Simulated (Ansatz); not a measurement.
**CH5Al (AlH2Me) at 6 levels**

We compute a comparison of 6 runs (BLYP/STO-3G, HSE06/STO-3G, wB97M-V/STO-3G, CCSDT/STO-3G, CCSDTQ/STO-3G, CCSD(T)/STO-3G) of CH5Al (AlH2Me). 

Program for the calculation: Ansatz 0.2.0.

56 further runs of the same task are left out: 2 that didn't finish, 54 set aside as unsound or not needed.

### 1 Starting point

CH5Al has 7 atoms, charge 0, and is taken as a singlet. As SMILES, `[H][Al]([H])[CH3]`. The H3–Al1 distance was set to 1.939 Å, away from the relaxed value.

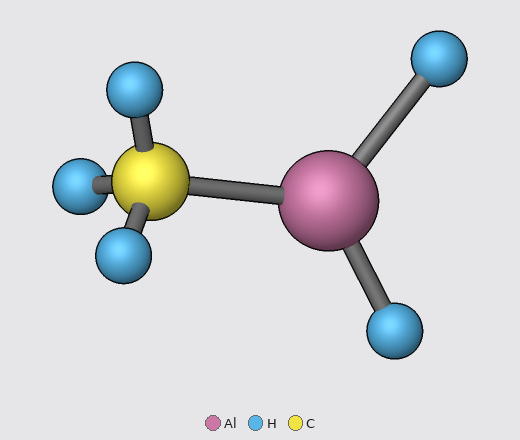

The structure, seen from a chosen angle (aluminium pink, hydrogen blue, carbon yellow).

### 2 A single-point energy at BLYP/STO-3G (run 1)

input.yaml reads:

```yaml
crystal:
  periodic: [false, false, false]
  atoms:
    - {symbol: Al, position_ang: [0.704585, 0.578543, 0.004656]}
    - {symbol: H, position_ang: [2.251955, 0.683293, 0.046966]}
    - {symbol: H, position_ang: [-0.157080, 2.315610, -0.032820]}
    - {symbol: C, position_ang: [-0.284455, -1.141977, 0.004746]}
    - {symbol: H, position_ang: [-0.406265, -1.571277, -0.997604]}
    - {symbol: H, position_ang: [-1.296895, -1.037727, 0.416326]}
    - {symbol: H, position_ang: [0.222235, -1.911077, 0.602696]}
basis:
  gaussian: {orbitals: STO-3G}
hamiltonian: {xc: {name: BLYP}}
accuracy: high
```

Started as:

```sh
$ ansatz run input.yaml --threads 1 --pin off --max-ram 2610MiB --events-out events.jsonl --progress --plain --runs-dir runs
```

The log of the run:

```text
Warning: RAYON_NUM_THREADS=1 ignored (pool sized by the plan → 1); use --threads N
Functional definition: BLYP
  name "BLYP"
  parameter beta = 0.0042
  parameter a = 0.04918
  parameter b = 0.132
  parameter c = 0.2533
  parameter d = 0.349
  exchange = b88_x(beta = beta)
  correlation = lyp_c(a = a, b = b, c = c, d = d)
334 factors; integrals over basis functions are off by at most 7.7e-9 eV
mean field evaluation 1: about -7617.1455 eV, gradient 2.7e1 eV
mean field evaluation 2: about -7615.5328 eV, gradient 3.2e1 eV
mean field evaluation 4: about -7619.9390 eV, gradient 1.1e0 eV
mean field evaluation 8: about -7619.8559 eV, gradient 1.1e-2 eV
mean field evaluation 16: about -7619.8559 eV, gradient 4.5e-8 eV
mean field -7619.85592957 eV, -280.0245404879 hartree, gradient 4.5e-8 eV, S^2 0.000000; 0 other end points of the search recorded, 0 dependent functions left out
reference -7619.85597116 eV, -280.0245420164 hartree; 12, 12 occupied and 7, 7 virtual orbitals, 334 factors
Total energy: -7619.85597116 eV, -280.0245420164 hartree
```

Wall time 1.1 s (1 thread of Arm Neoverse V2, shared host); peak memory 0.098 GiB.

### 3 The energy at HSE06/STO-3G (run 2)

run.yaml reads:

```yaml
crystal:
  periodic: [false, false, false]
  atoms:
    - {symbol: Al, position_ang: [0.704585, 0.578543, 0.004656]}
    - {symbol: H, position_ang: [2.251955, 0.683293, 0.046966]}
    - {symbol: H, position_ang: [-0.157080, 2.315610, -0.032820]}
    - {symbol: C, position_ang: [-0.284455, -1.141977, 0.004746]}
    - {symbol: H, position_ang: [-0.406265, -1.571277, -0.997604]}
    - {symbol: H, position_ang: [-1.296895, -1.037727, 0.416326]}
    - {symbol: H, position_ang: [0.222235, -1.911077, 0.602696]}
basis:
  gaussian: {orbitals: STO-3G}
hamiltonian: {xc: {name: HSE06}}
accuracy: high
```

Started as:

```sh
$ ansatz run run.yaml --threads 1 --pin off --max-ram 2610MiB --events-out events.jsonl --progress --plain --runs-dir runs
```

The log of the run:

```text
Warning: RAYON_NUM_THREADS=1 ignored (pool sized by the plan → 1); use --threads N
Functional definition: HSE06
  name "HSE06"
  parameter a = 0.25
  parameter omega = 0.11/bohr
  exchange = pbe_x - a*pbe_x_sr(omega) + a*exact_x_sr(omega)
  correlation = pbe_c
334 factors; integrals over basis functions are off by at most 7.7e-9 eV
66 factors; integrals over basis functions are off by at most 8.7e-10 eV
mean field evaluation 1: about -7615.0294 eV, gradient 2.1e1 eV
mean field evaluation 2: about -7615.3096 eV, gradient 1.9e1 eV
mean field evaluation 4: about -7616.7874 eV, gradient 2.3e-1 eV
mean field evaluation 8: about -7616.7231 eV, gradient 1.4e-3 eV
mean field -7616.72311994 eV, -279.9094118575 hartree, gradient 2.6e-8 eV, S^2 0.000000; 0 other end points of the search recorded, 0 dependent functions left out
reference -7616.72312210 eV, -279.9094119369 hartree; 12, 12 occupied and 7, 7 virtual orbitals, 334 factors
Total energy: -7616.72312210 eV, -279.9094119369 hartree
```

Run time: 1.3 s. Hardware: 1 thread of Arm Neoverse V2, shared host; peak memory 0.1 GiB.

Runs 3 to 5 aren't shown in full; the table further down has their settings and results.

### 4 The energy at CCSD(T)/STO-3G (run 6)

molecule.yaml reads:

```yaml
crystal:
  periodic: [false, false, false]
  atoms:
    - symbol: Al
      position_ang: [0.704585, 0.578543, 0.004656]
    - symbol: H
      position_ang: [2.251955, 0.683293, 0.046966]
    - symbol: H
      position_ang: [-0.157080, 2.315610, -0.032820]
    - symbol: C
      position_ang: [-0.284455, -1.141977, 0.004746]
    - symbol: H
      position_ang: [-0.406265, -1.571277, -0.997604]
    - symbol: H
      position_ang: [-1.296895, -1.037727, 0.416326]
    - symbol: H
      position_ang: [0.222235, -1.911077, 0.602696]
basis:
  gaussian:
    orbitals: STO-3G
correlation:
  method: ccsd_t
  frozen_orbitals: {Al: 5, C: 1, H: 0}
scf:
  omitted_lower_state_checks: [cluster_reference, increment]
accuracy: high
```

Started as:

```sh
$ ansatz run molecule.yaml --threads 1 --pin off --max-ram 2610MiB --events-out events.jsonl --progress --plain --runs-dir runs
```

The log of the run:

```text
Warning: RAYON_NUM_THREADS=1 ignored (pool sized by the plan → 1); use --threads N
[... 11 lines left out ...]
6 core orbitals not correlated: weight in the atoms' cores, before any rotation towards them, 0.999 or more for the frozen orbitals, at most 0.000 for the correlated occupied ones
[... 23 lines left out ...]
Total energy: -7602.60547502 eV, -279.3905979761 hartree
Checks for a lower state left out: cluster_reference, increment
```

Run time: 0.12 s. Hardware: 1 thread of Arm Neoverse V2, shared host.

### 5 Overview of the runs

| run | level | frozen core orbitals | energy (Eh) | wall time |
| --- | --- | --- | --- | --- |
| 1 | BLYP/STO-3G | – | -280.024542 | 1.1 s |
| 2 | HSE06/STO-3G | – | -279.909412 | 1.3 s |
| 3 | wB97M-V/STO-3G | – | -280.080154 | 18 s |
| 4 | CCSDT/STO-3G | 6 | -279.391000 | 0.22 s |
| 5 | CCSDTQ/STO-3G | 6 | -279.391094 | 3.3 s |
| 6 | CCSD(T)/STO-3G | 6 | -279.390598 | 0.12 s |

### 6 Results

| quantity | value |
| --- | --- |
| run 6: total energy | -279.39060 Eh |
| run 6: correlation energy (6 core orbitals frozen) | -131.5 mEh |
| run 6: (T) correction | -1.08 mEh |
| run 6: T1 diagnostic | 0.009 |

Totals of different functionals can't be ranked against each other. In runs 1, 2, 3, 4, 5, 6 the basis is minimal, so the values are rough. All runs together took 24 s, the longest 18 s.
